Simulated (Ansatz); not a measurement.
# A hypothetical structure for LaB3

This structure for LaB3 is made up. Its elements were placed in a known structure type with a cell scaled to their sizes. What cell does the guess relax to, and how far off was it?

Method: DFT, PBE, plane-wave PAW, files of the set soft_1, scalar-relativistic, no spin, cell and ions relaxed at zero pressure; PAW set soft_1, in Ansatz 0.2.0.

### 1. Starting point

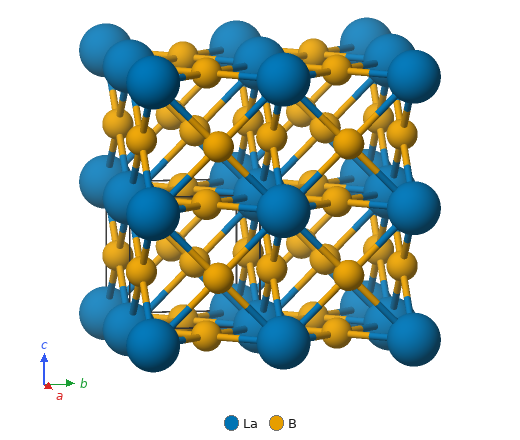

The cell as given, slightly off an axis (lanthanum blue, boron orange). 2×2×2 cells are drawn. Some periodic images of atoms are drawn too.

### 2. Relaxing cell and atoms

The guess takes its coordinates from another compound and its volume from a rule, so the cell and any free coordinates are relaxed together.

input.yaml

```yaml
crystal:
  lattice:
    - [3.728, 0.0, 0.0]
    - [0.0, 3.728, 0.0]
    - [0.0, 0.0, 3.728]
  atoms:
    - { symbol: La, position: [0.0, 0.0, 0.0] }
    - { symbol: B, position: [0.5, 0.0, 0.5] }
    - { symbol: B, position: [0.5, 0.5, 0.0] }
    - { symbol: B, position: [0.0, 0.5, 0.5] }
kpoints:
  mp_grid: { grid: [7, 7, 7] }
scf:
  occupations: { method: fermi_dirac, width: 0.05 }
hamiltonian:
  xc: pbe
  pseudopotentials: { kind: paw, azcp: { folder: soft_1 } }
relax:
  f_tol: 0.015
  max_steps: 70
  cell: {}
output:
  forces: true
  stress: true
```

On the command line:

```console
ansatz run input.yaml --threads 4 --pin off --max-ram 8192MiB --backend cpu --events-out ev --progress --plain --runs-dir out
```

Numbers of over 12 decimals in the logs are rounded to 6 here.

What it wrote:

```text
Engine: ansatz 0.2.0, aarch64-unknown-linux-gnu
Pseudopotentials: kind: paw
Pseudopotential: La, paw, valence charge 11, recommended cutoff 420 eV (normal), soft_1/La.paw.azcp
Pseudopotential: B, paw, valence charge 3, recommended cutoff 420 eV (normal), soft_1/B.paw.azcp
Functional definition: PBE
  parameter kappa = 0.804
  parameter beta = 0.066725
  exchange = pbe_x(kappa = kappa, mu = beta*pi^2/3)
  correlation = pbe_c(beta = beta)
Crystal: 4 atoms, lattice volume = 51.812 Å³
Basis set: ecut = 420 eV, 1021 PW (Γ), exchange–correlation on 50×50×50 points (8 copies of the dense FFT grid, shifted against one another)
Bands: 14, of which v1, the nominal top of the filled ones, is band 10 counted from 1 (9 counted from 0)
Symmetry: 48 space group operations
Space group: Pm-3m (ITA 221), of the structure as read, at distance tolerance 3.7e-5 Å
k-points: 20 of 343
Non-local potential: La, projectors of the file, l = 0: 3, l = 1: 2, l = 2: 2, l = 3: 3
Non-local potential: B, projectors of the file, l = 0: 2, l = 1: 2, l = 2: 1
PAW form: soft (Blöchl's): semilocal exchange-correlation on the pseudo side does not see the compensation charge
PAW one-centre angular grid: La, 590 points (default); XC on 64 Gauss nodes
PAW one-centre angular grid: B, 110 points (default); XC on 64 Gauss nodes
Initial density: superposition of atomic densities (chi_scale 0.1, normalization cell, long waves kept (reshape's long-wave potential 0.00 eV rms))
Initial wavefunctions: pseudopotential atomic-orbital guess
Functional: x = pbe(κ = 0.804, μ = 0.219515), c = pbe(β = 0.066725)
SCF iter   1: F=—  HF=-6712.535598 eV  |F-HF|=—  |Δ(HF+E_count)|=         —  Δρ=3.98e-2  dr2=1.68e0  ethr=3.10e-3  ⟨swp⟩=4.2  Hψ=1306  notcnv=0
preconditioner: auto → none  [metal: Δε(μ)=0.035 eV  Ē_g=9.241 eV  σ=0.050 eV  W_gap=0.17  n_scr=6 (ndim 8)  ℏωp=21.9 eV  f_vac=0.000  D(μ)=2.43/eV (n_scr^D=18)  sad-step TF]
SCF iter   2: F=—  HF=-6712.166270 eV  |F-HF|=—  |Δ(HF+E_count)|=   3.69e-1  Δρ=2.33e-2  dr2=5.77e-1  ethr=3.10e-3  ⟨swp⟩=3.3  Hψ=646  notcnv=0
SCF iter   3: F=—  HF=-6711.974955 eV  |F-HF|=—  |Δ(HF+E_count)|=   1.91e-1  Δρ=2.94e-3  dr2=7.90e-3  ethr=2.88e-3  ⟨swp⟩=2.6  Hψ=500  notcnv=0
SCF iter   4: F=—  HF=-6711.973008 eV  |F-HF|=—  |Δ(HF+E_count)|=   1.95e-3  Δρ=9.92e-4  dr2=5.65e-4  ethr=3.95e-5  ⟨swp⟩=2.8  Hψ=687  notcnv=0
SCF iter   5: F=—  HF=-6711.972858 eV  |F-HF|=—  |Δ(HF+E_count)|=   1.49e-4  Δρ=2.87e-4  dr2=5.47e-5  ethr=2.83e-6  ⟨swp⟩=2.2  Hψ=480  notcnv=0
SCF iter   6: F=—  HF=-6711.972837 eV  |F-HF|=—  |Δ(HF+E_count)|=   2.11e-5  Δρ=3.40e-5  dr2=6.44e-7  ethr=2.73e-7  ⟨swp⟩=2.3  Hψ=455  notcnv=0
SCF iter   7: F=-6711.972837 eV  HF=-6711.972837 eV  |F-HF|=3.31e-10  |Δ(HF+E_count)|=   4.25e-8  Δρ=2.90e-6  dr2=2.54e-9  ethr=5.00e-10  ⟨swp⟩=4.7  Hψ=1005  notcnv=0
SCF 1 converged in 7 iterations: F = -6711.972837 eV  dr2 = 2.54e-9
  greatest PAW one-centre occupation: 0.970 electrons in one spin orbital (limit 2), on the La atom at site 0 (counted from 0), in its partial waves of l = 0
relax step   1: F+E_penalty+E_count = -6711.97283733 eV  Δ(F+E_penalty+E_count) = +0.000e0 eV  max|allowed force component| = 1.989e-30 eV/Å  Δτ_max = 0.0000 Å  P = +11.567 GPa  Ω = 51.812 Å³  (7 SCF iters, dr2 threshold 1.00e-7 eV, accepted)
Crystal: 4 atoms, lattice volume = 59.765 Å³
Basis set: ecut = 420 eV, 1189 PW (Γ), exchange–correlation on 50×50×50 points (8 copies of the dense FFT grid, shifted against one another)
Initial density: handed on by an earlier stage of this run
Initial wavefunctions: those handed on with the density
iter 1 solved again at ethr=1.62e-4 eV; its pass at ethr=3.10e-3 eV (dr2=3.24e-2 eV) is discarded
SCF iter   1: F=—  HF=-6712.203940 eV  |F-HF|=—  |Δ(HF+E_count)|=         —  Δρ=6.69e-3  dr2=3.30e-2  ethr=1.62e-4  ⟨swp⟩=1.1  Hψ=2784  notcnv=0
preconditioner: auto → Kerker (q_TF=auto, 2.273 Å⁻¹)  [metal: Δε(μ)=0.020 eV  Ē_g=8.924 eV  σ=0.050 eV  W_gap=0.10  n_scr=18 (ndim 8)  ℏωp=20.4 eV  f_vac=0.000  D(μ)=3.51/eV (n_scr^D=32)]
SCF iter   2: F=—  HF=-6712.196595 eV  |F-HF|=—  |Δ(HF+E_count)|=   7.35e-3  Δρ=4.25e-3  dr2=1.42e-2  ethr=1.62e-4  ⟨swp⟩=2.0  Hψ=321  notcnv=0
SCF iter   3: F=—  HF=-6712.191904 eV  |F-HF|=—  |Δ(HF+E_count)|=   4.69e-3  Δρ=6.28e-4  dr2=3.68e-4  ethr=7.10e-5  ⟨swp⟩=3.3  Hψ=559  notcnv=0
SCF iter   4: F=—  HF=-6712.192049 eV  |F-HF|=—  |Δ(HF+E_count)|=   1.45e-4  Δρ=1.69e-4  dr2=2.38e-5  ethr=1.84e-6  ⟨swp⟩=2.6  Hψ=461  notcnv=0
SCF iter   5: F=—  HF=-6712.192061 eV  |F-HF|=—  |Δ(HF+E_count)|=   1.21e-5  Δρ=4.31e-5  dr2=1.10e-6  ethr=1.19e-7  ⟨swp⟩=2.1  Hψ=434  notcnv=0
SCF iter   6: F=-6712.192062 eV  HF=-6712.192062 eV  |F-HF|=2.28e-8  |Δ(HF+E_count)|=   1.39e-6  Δρ=7.12e-6  dr2=2.50e-8  ethr=2.00e-9  ⟨swp⟩=5.0  Hψ=1130  notcnv=0
SCF 2 converged in 6 iterations: F = -6712.192062 eV  dr2 = 2.50e-8
  greatest PAW one-centre occupation: 0.971 electrons in one spin orbital (limit 2), on the La atom at site 0 (counted from 0), in its partial waves of l = 0
relax step   2: F+E_penalty+E_count = -6712.19206222 eV  Δ(F+E_penalty+E_count) = -2.192e-1 eV  max|allowed force component| = 1.381e-30 eV/Å  Δτ_max = 0.0000 Å  P = -1.327 GPa  Ω = 59.765 Å³  energy of the carried Pulay correction = -3.238e-3 eV  (6 SCF iters, dr2 threshold 4.00e-7 eV, accepted)
Crystal: 4 atoms, lattice volume = 58.835 Å³
iter 1 solved again at ethr=2.49e-6 eV; its pass at ethr=3.10e-3 eV (dr2=4.98e-4 eV) is discarded
SCF iter   1: F=—  HF=-6712.196683 eV  |F-HF|=—  |Δ(HF+E_count)|=         —  Δρ=6.89e-4  dr2=5.04e-4  ethr=2.49e-6  ⟨swp⟩=2.0  Hψ=2595  notcnv=0
preconditioner: auto → none  [metal: Δε(μ)=0.020 eV  Ē_g=8.938 eV  σ=0.050 eV  W_gap=0.10  n_scr=6 (ndim 8)  ℏωp=20.5 eV  f_vac=0.000  D(μ)=3.66/eV (n_scr^D=32)]
SCF iter   2: F=—  HF=-6712.196516 eV  |F-HF|=—  |Δ(HF+E_count)|=   1.68e-4  Δρ=3.11e-4  dr2=4.67e-5  ethr=2.49e-6  ⟨swp⟩=2.0  Hψ=402  notcnv=0
SCF iter   3: F=—  HF=-6712.196531 eV  |F-HF|=—  |Δ(HF+E_count)|=   1.55e-5  Δρ=8.60e-5  dr2=4.66e-6  ethr=2.33e-7  ⟨swp⟩=3.0  Hψ=502  notcnv=0
iter 4 did not close the SCF: its close was put off for the readings that it lacked (scf_convergence_deferred on its scf_iter line)
SCF iter   4: F=-6712.196529 eV  HF=-6712.196529 eV  |F-HF|=3.92e-8  |Δ(HF+E_count)|=   1.76e-6  Δρ=2.28e-5  dr2=1.91e-7  ethr=2.33e-8  ⟨swp⟩=2.0  Hψ=403  notcnv=0
iter 5 did not close the SCF: its close was put off for the readings that it lacked (scf_convergence_deferred on its scf_iter line)
SCF iter   5: F=-6712.196529 eV  HF=-6712.196529 eV  |F-HF|=2.72e-10  |Δ(HF+E_count)|=   2.41e-8  Δρ=1.15e-6  dr2=3.84e-10  ethr=9.56e-10  ⟨swp⟩=2.5  Hψ=444  notcnv=0
SCF iter   6: F=-6712.196529 eV  HF=-6712.196529 eV  |F-HF|=2.00e-11  |Δ(HF+E_count)|=  1.43e-10  Δρ=2.32e-7  dr2=2.12e-11  ethr=1.92e-12  ⟨swp⟩=1.4  Hψ=845  notcnv=0
SCF 3 converged in 6 iterations: F = -6712.196529 eV  dr2 = 2.12e-11
relax step   3: F+E_penalty+E_count = -6712.19652921 eV  Δ(F+E_penalty+E_count) = -4.467e-3 eV  max|allowed force component| = 7.067e-31 eV/Å  Δτ_max = 0.0000 Å  P = -0.092 GPa  Ω = 58.835 Å³  energy of the carried Pulay correction = -2.883e-3 eV  (6 SCF iters, dr2 threshold 4.00e-7 eV, accepted)
[...]
relax step   4: F+E_penalty+E_count = -6712.19657566 eV  Δ(F+E_penalty+E_count) = -4.644e-5 eV  max|allowed force component| = 1.545e-30 eV/Å  Δτ_max = 0.0000 Å  P = -0.002 GPa  Ω = 58.767 Å³  energy of the carried Pulay correction = -2.857e-3 eV  (6 SCF iters, dr2 threshold 2.14e-8 eV, accepted)
[...]
relax step   5: F+E_penalty+E_count = -6712.20131195 eV  Δ(F+E_penalty+E_count) = -4.736e-3 eV  max|allowed force component| = 1.249e-30 eV/Å  Δτ_max = 0.0000 Å  P = +0.102 GPa  Ω = 58.767 Å³  stress off target by 1.02e-1 GPa  SCF on the basis re-selected at this cell (its energy is not comparable with the rows above)  (6 SCF iters)
[...]
relax step   6: F+E_penalty+E_count = -6712.20130531 eV  Δ(F+E_penalty+E_count) = +6.641e-6 eV  max|allowed force component| = 2.856e-31 eV/Å  Δτ_max = 0.0000 Å  P = +0.001 GPa  Ω = 58.844 Å³  energy of the carried Pulay correction = -3.140e-5 eV  (6 SCF iters, dr2 threshold 2.59e-8 eV, accepted)
iter 1 solved again at ethr=9.78e-8 eV; its pass at ethr=3.10e-3 eV (dr2=1.96e-5 eV) is discarded
SCF iter   1: F=—  HF=-6712.201333 eV  |F-HF|=—  |Δ(HF+E_count)|=         —  Δρ=1.65e-6  dr2=4.10e-10  ethr=9.78e-8  ⟨swp⟩=3.0  Hψ=2177  notcnv=0
eigensolver tolerance schedule: the retry pair's looser diagonalisation over-reported the residual by 47775.94 of it (diagonalisation noise at an unbounded share of the residual, at the tolerance the schedule requests for it); recorded, not acted on — ethr = c·dr2/N_el stays at c = 1.0e-1
preconditioner: auto → none  [metal: Δε(μ)=0.020 eV  Ē_g=8.935 eV  σ=0.050 eV  W_gap=0.10  n_scr=6 (ndim 8)  ℏωp=20.5 eV  f_vac=0.000  D(μ)=3.69/eV (n_scr^D=32)]
SCF iter   2: F=—  HF=-6712.201332 eV  |F-HF|=—  |Δ(HF+E_count)|=   1.57e-6  Δρ=8.71e-7  dr2=1.17e-10  ethr=2.05e-12  ⟨swp⟩=3.2  Hψ=690  notcnv=0
iter 3 did not close the SCF: its close was put off for the readings that it lacked (scf_convergence_deferred on its scf_iter line)
SCF iter   3: F=-6712.201332 eV  HF=-6712.201332 eV  |F-HF|=1.52e-10  |Δ(HF+E_count)|=  1.99e-10  Δρ=5.49e-7  dr2=3.22e-11  ethr=1.00e-12  ⟨swp⟩=1.0  Hψ=280  notcnv=0
iter 4 did not close the SCF: its close was put off for the readings that it lacked (scf_convergence_deferred on its scf_iter line)
SCF iter   4: F=-6712.201332 eV  HF=-6712.201332 eV  |F-HF|=1.82e-12  |Δ(HF+E_count)|=  1.58e-10  Δρ=6.44e-8  dr2=3.01e-12  ethr=1.00e-12  ⟨swp⟩=2.0  Hψ=439  notcnv=0
iter 5 did not close the SCF: its close was put off for the readings that it lacked (scf_convergence_deferred on its scf_iter line)
SCF iter   5: F=-6712.201332 eV  HF=-6712.201332 eV  |F-HF|=1.82e-12  |Δ(HF+E_count)|=  3.64e-12  Δρ=4.27e-8  dr2=9.76e-13  ethr=1.00e-12  ⟨swp⟩=1.0  Hψ=280  notcnv=0
iter 6 did not close the SCF: its close was put off for the readings that it lacked (scf_convergence_deferred on its scf_iter line)
SCF iter   6: F=-6712.201332 eV  HF=-6712.201332 eV  |F-HF|=1.82e-12  |Δ(HF+E_count)|=  3.64e-12  Δρ=1.73e-8  dr2=1.09e-13  ethr=1.00e-12  ⟨swp⟩=1.0  Hψ=280  notcnv=0
SCF iter   7: F=-6712.201332 eV  HF=-6712.201332 eV  |F-HF|=6.37e-12  |Δ(HF+E_count)|=  9.09e-13  Δρ=2.71e-9  dr2=3.23e-15  ethr=1.00e-12  ⟨swp⟩=2.0  Hψ=741  notcnv=0
SCF 7 converged in 7 iterations: F = -6712.201332 eV  dr2 = 3.23e-15
relax step   7: F+E_penalty+E_count = -6712.20133168 eV  Δ(F+E_penalty+E_count) = -2.637e-5 eV  max|allowed force component| = 5.567e-31 eV/Å  Δτ_max = 0.0000 Å  P = +0.002 GPa  Ω = 58.844 Å³  stress off target by 1.70e-3 GPa  SCF on the basis re-selected at this cell (its energy is not comparable with the rows above)  (7 SCF iters)
basis re-selected at this cell: Δ(F+E_penalty+E_count) = -2.637e-5 eV, ΔP = +0.000 GPa vs the last step (what re-selecting the basis moved, of the pressure what is left beyond the Pulay correction that the steps carried, after the strain that the cell walked since its last selection, with what the two solves' SCF thresholds leave and, on support functions, any second-order correction that the steps lacked; it is no m [...]
SCF converged after 7 iterations
Free energy (F): -6712.201332 eV
Harris-Foulkes:  -6712.201332 eV  (|F-HF|=6.37e-12)
Internal energy: -6712.172962 eV  (E = F + TS)
E sigma→0 (E₀):  -6712.187147 eV
Entropy (-TS):   -0.028370 eV (-7.093 meV/atom)
Fermi energy:    9.337285 eV
--- Per-component energies (eV) ---
  E_band       = 0.915681
  E_kinetic    = 306.640474
  E_local      = -316.225305  (includes V_loc(G=0)·N_el)
  E_nonlocal   = 119.331206
  E_hartree    = 110.790939
  E_xc         = -234.130133
  E_vxc        = -251.497485  (∫ρ·V_xc dr)
  E_paw        = -5649.553065  (= ΣΔE_a)
  E_vpaw       = -78.915091  (= ΣTr[D̂ρ^β])
  E_aug_tail   = 0.000006  (compensation charges beyond the density's cutoff)
  E_ewald      = -1049.027083
  E_smearing   = -0.028370  (= −TS)
  E_closure    = 0.000000  (closes the sum)
  Σ components = -6712.201332   (vs F -6712.201332, Δ=0.00e0)
--- Forces (eV/Å), atoms counted from 1 ---
  atom   1  La    -0.00000000     0.00000000    -0.00000000
  atom   2  B     -0.00000000     0.00000000     0.00000000
  atom   3  B      0.00000000     0.00000000     0.00000000
  atom   4  B      0.00000000    -0.00000000    -0.00000000
  max |Σ_I F_I| component: 6.66e-31 eV/Å
--- Stress (GPa, compression-positive) ---
        0.001698       0.000000       0.000000
        0.000000       0.001698      -0.000000
        0.000000      -0.000000       0.001698
  P = ⅓ Tr σ = 0.0017 GPa (0.017 kbar)
--- Relaxed structure (5 steps of the walk, 5 accepted, 2 SCFs on fresh bases) ---
  F+E_penalty+E_count = -6712.20133168 eV   max|allowed force component| = 5.567e-31 eV/Å   (the final SCF, on the basis selected at the relaxed cell)
  cell:  # Å, volume = 58.8438 Å³
    - [3.889557, 0, 0]
    - [0, 3.889557, 0]
    - [0, 0, 3.889557]
  atoms:
    - { symbol: La, position: [0, 0, 0] }
    - { symbol: B, position: [0.5, 0, 0.5] }
    - { symbol: B, position: [0.5, 0.5, 0] }
    - { symbol: B, position: [0, 0.5, 0.5] }
```

It took 3.3 s on 4 threads of Arm Neoverse V1, shared host; peak memory 0.34 GiB; 9.7 s of CPU time.

Relaxation path:

| step | energy less that of the first step (eV) | largest force component (eV/Å) | pressure (GPa) | volume (Å³) |
| --- | --- | --- | --- | --- |
| 1 | 0.0000 | 0.0000 | 11.57 | 51.81 |
| 2 | -0.2192 | 0.0000 | -1.33 | 59.76 |
| 3 | -0.2237 | 0.0000 | -0.09 | 58.84 |
| 4 | -0.2237 | 0.0000 | 0.00 | 58.77 |
| 5* | -0.2285 | 0.0000 | 0.10 | 58.77 |
| 6 | -0.2285 | 0.0000 | 0.00 | 58.84 |
| 7* | -0.2285 | 0.0000 | 0.00 | 58.84 |

Relaxation steps marked * repeat the geometry before them on a plane-wave basis chosen anew for their cell, so energy and pressure can jump there.

The run keeps the 48 symmetry operations that it works with, so distortions that break them were not tested.

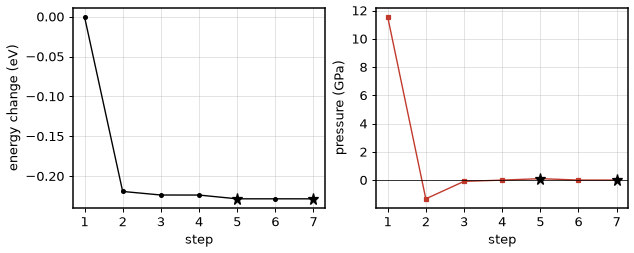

Energy and pressure along the relaxation. Stars mark steps on a basis chosen anew.

| conventional cell, symmetrised | before | after | change |
| --- | --- | --- | --- |
| a (Å) | 3.728 | 3.890 | +4.3 % |
| b (Å) | 3.728 | 3.890 | +4.3 % |
| c (Å) | 3.728 | 3.890 | +4.3 % |
| volume (Å³/atom) | 12.95 | 14.71 | +13.6 % |

Final coordinates:

```cif
data_structure
_symmetry_space_group_name_H-M 'P 1'
_symmetry_Int_Tables_number 1
_cell_length_a 3.8896
_cell_length_b 3.8896
_cell_length_c 3.8896
_cell_angle_alpha 90.000
_cell_angle_beta 90.000
_cell_angle_gamma 90.000
_cell_volume 58.84
loop_
_atom_site_label
_atom_site_type_symbol
_atom_site_fract_x
_atom_site_fract_y
_atom_site_fract_z
_atom_site_occupancy
La1 La 0.00000 0.00000 0.00000 1
B2 B 0.50000 0.00000 0.50000 1
B3 B 0.50000 0.50000 0.00000 1
B4 B 0.00000 0.50000 0.50000 1
```

This step gave:

```
free energy             : -6712.2013 eV
energy at zero smearing : -6712.1871 eV
smearing term TS        : 0.02837 eV
Fermi energy            : 9.337 eV
electrons               : 20
symmetry operations     : 48
pressure                : 0.001698 GPa
```

Shortest distances by pair of elements, guess and relaxed (not always the same contact):

| pair | guess (Å) | relaxed (Å) |
| --- | --- | --- |
| B–La | 2.636 | 2.750 |
| B–B | 2.636 | 2.750 |
| La–La | 3.728 | 3.890 |

The relaxation ends with a pressure of 0.00 GPa.

### 3. Results

| Property | Result |
| --- | --- |
| space group, relaxed | Pm-3m |
| conventional cell | a = 3.890, b = 3.890, c = 3.890 Å; α = 90.0°, β = 90.0°, γ = 90.0° |
| volume per atom | 14.71 Å³ (guess 12.95) |

What this shows: LaB3 relaxes to Pm-3m with a = 3.890, b = 3.890 and c = 3.890 Å. The guessed volume was 12 % too small. The space group Pm-3m was held in the relaxation, so the end point is a stationary structure within it and may be a saddle against distortions or other arrangements. Mesh and cutoff weren't tested. Spin-orbit coupling is left out, which can matter for elements this heavy. No dispersion term is used, so weakly bound directions may come out too long. Nothing here tests whether the compound is stable against decomposition.

[Logs are printed without paths, hosts, clocks, repeated set-up lines and the standing remarks that a program may print on its own settings, such as how far it seeks lower states.]

[Hosts, paths, dates, database ids (printed as entryN), source tags and the programs' standing remarks are cut or masked in the printed files.]
